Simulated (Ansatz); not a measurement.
# doublet BH2Cl+ at 6 levels

Aim: a comparison of 6 runs (UHF/STO-3G, U-r2SCAN/STO-3G, UB2PLYP/STO-3G, UB3LYP/STO-3G, UBLYP/STO-3G, RPA@PBE/STO-3G) of doublet BH2Cl+. 

The calculation is run with Ansatz 0.2.0.

56 further runs of the same task are left out: 2 that didn't finish, 54 set aside as unsound or not needed.

## Step 1: Starting point

BH2Cl+ has 4 atoms, charge +1, and is taken as a doublet. SMILES of the parent species: `BCl`. The shape is that of a PBE0-D4/def2-TZVP optimisation. That shape belongs to the parent species and isn't relaxed for this state.

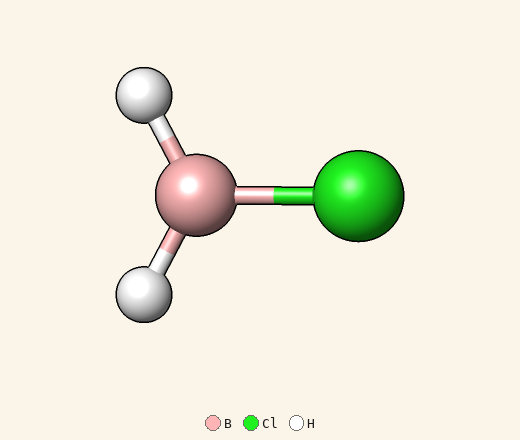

The structure, seen from a chosen angle (boron pink, chlorine green, hydrogen white).

## Step 2: The energy at UHF/STO-3G (run 1)

The input, input.yaml:

```yaml
crystal:
  periodic: [false, false, false]
  atoms:
    - {symbol: B, position_ang: [-0.116700, 0.021700, -0.075300]}
    - {symbol: Cl, position_ang: [1.365000, -0.395300, 0.721200]}
    - {symbol: H, position_ang: [-1.106200, -0.559500, 0.240400]}
    - {symbol: H, position_ang: [-0.086600, 0.872800, -0.906600]}
basis:
  gaussian: {orbitals: STO-3G}
total_charge: 1
magnetization: {spin_polarized: true, initial_magnetization: 1}
hamiltonian: {xc: hf}
accuracy: high
```

The run is started by

```console
$ ansatz run input.yaml --threads 1 --pin off --max-ram 2610MiB --events-out events.jsonl --progress --plain --runs-dir runs
```

Standard output:

```text
Warning: RAYON_NUM_THREADS=1 ignored (pool sized by the plan → 1); use --threads N
Functional definition: HF
  name "HF"
  exchange = exact_x
  correlation = 0
261 factors; integrals over basis functions are off by at most 1.2e-8 eV
mean field evaluation 1: about -13050.6351 eV, gradient 1.6e1 eV
mean field evaluation 2: about -13050.6522 eV, gradient 1.6e1 eV
mean field evaluation 4: about -13054.2050 eV, gradient 2.9e0 eV
mean field evaluation 8: about -13054.9170 eV, gradient 2.0e-1 eV
mean field evaluation 16: about -13053.5683 eV, gradient 3.9e0 eV
mean field evaluation 32: about -13053.8990 eV, gradient 6.5e-3 eV
mean field evaluation 64: about -13053.8992 eV, gradient 2.6e-2 eV
mean field -13054.91519627 eV, -479.7592845237 hartree, gradient 4.7e-8 eV, S^2 0.753712; 0 other end points of the search recorded, 0 dependent functions left out
reference -13054.91519627 eV, -479.7592845237 hartree; 12, 11 occupied and 4, 5 virtual orbitals, 261 factors
Total energy: -13054.91519627 eV, -479.7592845237 hartree
```

It took 0.12 s on 1 thread of Arm Neoverse V1, shared host.

## Step 3: A single-point energy at U-r2SCAN/STO-3G (run 2)

The input, molecule.yaml:

```yaml
basis:
  gaussian: {orbitals: STO-3G}
crystal:
  periodic: [false, false, false]
  atoms:
    - {symbol: B, position_ang: [-0.116700, 0.021700, -0.075300]}
    - {symbol: Cl, position_ang: [1.365000, -0.395300, 0.721200]}
    - {symbol: H, position_ang: [-1.106200, -0.559500, 0.240400]}
    - {symbol: H, position_ang: [-0.086600, 0.872800, -0.906600]}
total_charge: 1
magnetization: {spin_polarized: true, initial_magnetization: 1}
hamiltonian: {xc: r2scan}
accuracy: high
```

The run is started by

```console
$ ansatz run molecule.yaml --threads 1 --pin off --max-ram 2610MiB --events-out events.jsonl --progress --plain --runs-dir runs
```

Standard output:

```text
Warning: RAYON_NUM_THREADS=1 ignored (pool sized by the plan → 1); use --threads N
Functional definition: r2SCAN
  name "r2SCAN"
  parameter k0 = 0.174
  parameter k1 = 0.065
  parameter a1 = 4.9479
  exchange = r2scan_x(k0 = k0, k1 = k1, a1 = a1)
  correlation = r2scan_c
261 factors; integrals over basis functions are off by at most 1.2e-8 eV
mean field evaluation 1: about -13073.6350 eV, gradient 1.3e1 eV
mean field evaluation 2: about -13062.1607 eV, gradient 4.2e1 eV
mean field evaluation 4: about -13075.6036 eV, gradient 8.1e-1 eV
mean field evaluation 8: about -13075.5724 eV, gradient 6.5e-2 eV
mean field evaluation 16: about -13075.5725 eV, gradient 1.6e-6 eV
mean field -13075.57246034 eV, -480.5184249761 hartree, gradient 6.8e-9 eV, S^2 0.752559; 0 other end points of the search recorded, 0 dependent functions left out
reference -13075.57246095 eV, -480.5184249986 hartree; 12, 11 occupied and 4, 5 virtual orbitals, 261 factors
Total energy: -13075.57246095 eV, -480.5184249986 hartree
```

Wall time 3.3 s (1 thread of Arm Neoverse V1, shared host); peak memory 0.19 GiB.

Runs 3 to 4 aren't shown in full; the table further down has their settings and results.

## Step 4: The energy at UBLYP/STO-3G (run 5)

The input, molecule.yaml:

```yaml
crystal:
  periodic: [false, false, false]
  atoms:
    - {symbol: B, position_ang: [-0.116700, 0.021700, -0.075300]}
    - {symbol: Cl, position_ang: [1.365000, -0.395300, 0.721200]}
    - {symbol: H, position_ang: [-1.106200, -0.559500, 0.240400]}
    - {symbol: H, position_ang: [-0.086600, 0.872800, -0.906600]}
basis:
  gaussian: {orbitals: STO-3G}
magnetization: {spin_polarized: true, initial_magnetization: 1}
hamiltonian: {xc: {name: BLYP}}
total_charge: 1
accuracy: high
```

The run is started by

```console
$ ansatz run molecule.yaml --threads 1 --pin off --max-ram 2610MiB --events-out events.jsonl --progress --plain --runs-dir runs
```

Standard output:

```text
Warning: RAYON_NUM_THREADS=1 ignored (pool sized by the plan → 1); use --threads N
Functional definition: BLYP
  name "BLYP"
  parameter beta = 0.0042
  parameter a = 0.04918
  parameter b = 0.132
  parameter c = 0.2533
  parameter d = 0.349
  exchange = b88_x(beta = beta)
  correlation = lyp_c(a = a, b = b, c = c, d = d)
261 factors; integrals over basis functions are off by at most 1.2e-8 eV
mean field evaluation 1: about -13072.5549 eV, gradient 1.4e1 eV
mean field evaluation 2: about -13054.4583 eV, gradient 5.2e1 eV
mean field evaluation 4: about -13074.6158 eV, gradient 9.7e-1 eV
mean field evaluation 8: about -13074.5814 eV, gradient 3.5e-2 eV
mean field evaluation 16: about -13074.5814 eV, gradient 4.1e-8 eV
mean field -13074.58139625 eV, -480.4820040427 hartree, gradient 3.7e-8 eV, S^2 0.751316; 0 other end points of the search recorded, 0 dependent functions left out
reference -13074.58142986 eV, -480.4820052778 hartree; 12, 11 occupied and 4, 5 virtual orbitals, 261 factors
Total energy: -13074.58142986 eV, -480.4820052778 hartree
```

Wall time 1.1 s (1 thread of Arm Neoverse V1, shared host); peak memory 0.11 GiB.

## Step 5: The energy at RPA@PBE/STO-3G (run 6)

The input, job.yaml:

```yaml
crystal:
  periodic: [false, false, false]
  atoms:
    - symbol: B
      position_ang: [-0.116700, 0.021700, -0.075300]
    - symbol: Cl
      position_ang: [1.365000, -0.395300, 0.721200]
    - symbol: H
      position_ang: [-1.106200, -0.559500, 0.240400]
    - symbol: H
      position_ang: [-0.086600, 0.872800, -0.906600]
basis:
  gaussian: {orbitals: STO-3G}
total_charge: 1
magnetization: {spin_polarized: true, initial_magnetization: 1}
hamiltonian: {xc: pbe}
correlation: {method: rpa, frozen_orbitals: {B: 1, Cl: 5, H: 0}}
accuracy: high
```

The run is started by

```console
$ ansatz run job.yaml --threads 1 --pin off --max-ram 2610MiB --events-out events.jsonl --progress --plain --runs-dir runs
```

Standard output, shortened:

```text
Warning: RAYON_NUM_THREADS=1 ignored (pool sized by the plan → 1); use --threads N
Functional definition: PBE
  name "PBE"
[...]
261 factors; integrals over basis functions are off by at most 1.2e-8 eV
[...]
mean field -13069.56407110 eV, -480.2976207443 hartree, gradient 1.7e-9 eV, S^2 0.751118; 2 other end points of the search recorded, 0 dependent functions left out
6 core orbitals not correlated: weight in the atoms' cores, before any rotation towards them, 1.000 or more for the frozen orbitals, at most 0.000 for the correlated occupied ones
reference -13054.17642083 eV, -479.7321350268 hartree; 6, 5 occupied and 4, 5 virtual orbitals, 261 factors
Total energy: -13057.93035925 eV, -479.8700897192 hartree
```

Wall time 1.7 s (1 thread of Arm Neoverse V1, shared host); peak memory 0.11 GiB.

## Step 6: All runs side by side

| run | level | frozen core orbitals | energy (Eh) | ⟨S²⟩ | wall time |
| --- | --- | --- | --- | --- | --- |
| 1 | UHF/STO-3G | – | -479.759285 | 0.754 | 0.12 s |
| 2 | U-r2SCAN/STO-3G | – | -480.518425 | 0.753 | 3.3 s |
| 3 | UB2PLYP/STO-3G | 6 | -480.333940 | 0.753 | 1.9 s |
| 4 | UB3LYP/STO-3G | – | -480.543103 | 0.752 | 1.3 s |
| 5 | UBLYP/STO-3G | – | -480.482005 | 0.751 | 1.1 s |
| 6 | RPA@PBE/STO-3G | 6 | -479.870090 | 0.751 | 1.7 s |

## Step 7: Results

| quantity | value |
| --- | --- |
| run 6: total energy | -479.87009 Eh |
| run 6: RPA correlation energy (valence) | -138.0 mEh |
| run 6: ⟨S²⟩ of the reference determinant | 0.751 |

What this shows: Totals of different functionals can't be ranked against each other. In runs 1, 2, 3, 4, 5, 6 the basis is minimal, so the values are rough. All runs together took 9.4 s, the longest 3.3 s.
